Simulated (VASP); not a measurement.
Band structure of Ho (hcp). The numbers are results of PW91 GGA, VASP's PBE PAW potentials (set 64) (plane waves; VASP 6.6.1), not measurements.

The 4f electrons are frozen in the core of the lanthanide potential, so 4f levels, which can set the real gap, and their magnetism are missing.

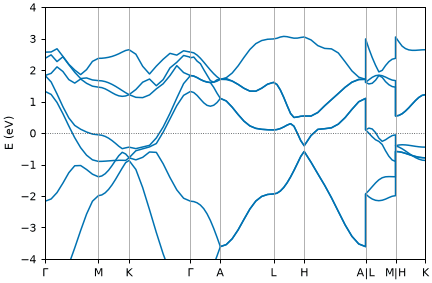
Figure. Bands along high-symmetry lines, zero at the valence-band maximum or, without a gap, the Fermi level

**Question.** Read the plot: is there a gap, and where are the band edges?

**Answer.** It has no gap at this level: it comes out as a metal or semimetal. (Edges off the drawn lines would not show.)

The compound is Ho in the hcp structure. It was relaxed first.
